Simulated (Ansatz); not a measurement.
Consider B₂H₂S (SMILES BB=S).

```csv
atom,x (Å),y (Å),z (Å)
B,-0.0096,-0.1187,-0.2328
B,1.0385,1.1579,-0.1549
S,2.0587,2.4005,-0.0790
H,0.2179,-1.1317,0.3479
H,-1.0110,-0.0482,-0.8711
```

Geometry: B3LYP-D4/def2-TZVP.

The calculation used isolated molecule in a Gaussian basis; Kohn-Sham density functional theory, functional PBE0 in Ansatz.

Predict the electron density and electron localisation function between the atoms.

B–S (1.61 Å): ρ is about 1.6 e/Å³ halfway; the ELF peaks at about 0.90 between the atoms, as expected for a covalent bond.
B–B (1.65 Å): ρ is about 1.1 e/Å³ halfway; the ELF peaks at about 1 between the atoms (a shared electron pair).
B–H (1.19 Å): the density is about 1.3 e/Å³ at the midpoint; the ELF climbs to about 1 towards the hydrogen, as it does in any bond to H; a covalent bond by its length.

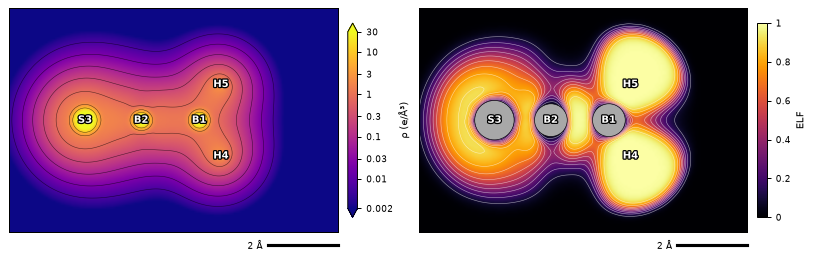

Computed electron density and electron localisation function on the molecular plane, in this order. Grey discs cover the atomic cores in the ELF map. 
